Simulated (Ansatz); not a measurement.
AlH3S3 (SMILES [SH][Al]([SH])[SH])

Input

```
crystal:
  periodic: [false, false, false]
  atoms:
    - { symbol: S, position_ang: [-2.1985, 0.1686, 0.3487] }
    - { symbol: Al, position_ang: [-0.0368, -0.197, 0.0714] }
    - { symbol: S, position_ang: [1.3841, 0.2946, 1.7311] }
    - { symbol: S, position_ang: [0.8063, -1.0678, -1.8729] }
    - { symbol: H, position_ang: [-2.1159, 1.5078, -0.2002] }
    - { symbol: H, position_ang: [1.2756, -0.974, 2.3044] }
    - { symbol: H, position_ang: [0.69625, -2.36654, -1.38722] }
basis:
  gaussian: { orbitals: def2-SVP }
hamiltonian:
  xc: pbe
  dispersion: d4
relax:
  f_tol: 0.015
  max_steps: 40
output:
  orbitals: {}
```

Launched as:

```sh
ansatz run input.yaml --threads 1 --pin off --max-ram 2048MiB --backend cpu --events-out ev --progress --plain --runs-dir out
```

The fields are those of the relaxed geometry.

These are results of RKS PBE-D4/def2-SVP in Ansatz 0.2.0, not measurements.

**What will maps of the electron density and electron localisation function show?**

Al–S (2.19 Å): ρ at the midpoint is about 0.65 e/Å³; the ELF peaks at about 0.90 in the valence shell of S, 1.0 Å from its nucleus, and is about 0.90 at the midpoint.

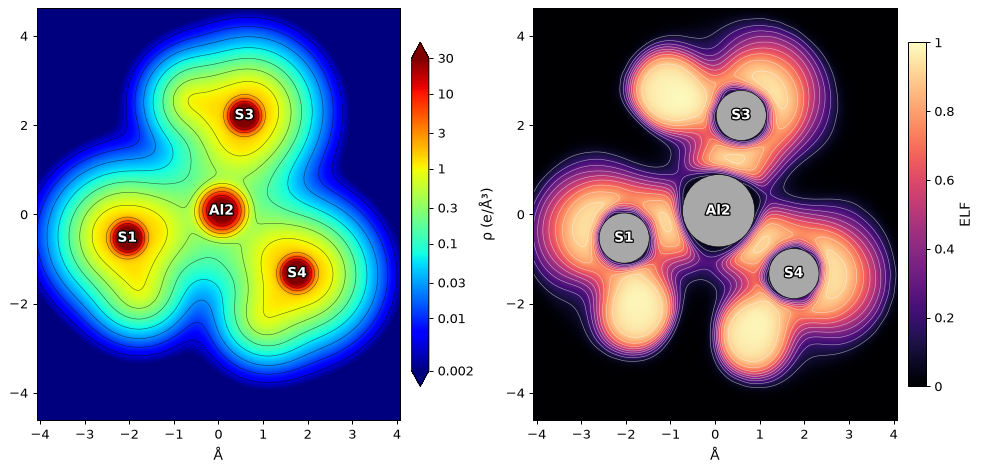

Computed electron density and electron localisation function on the plane of atoms S1, Al2 and S4, in this order. Grey discs cover the atomic cores in the ELF map. 
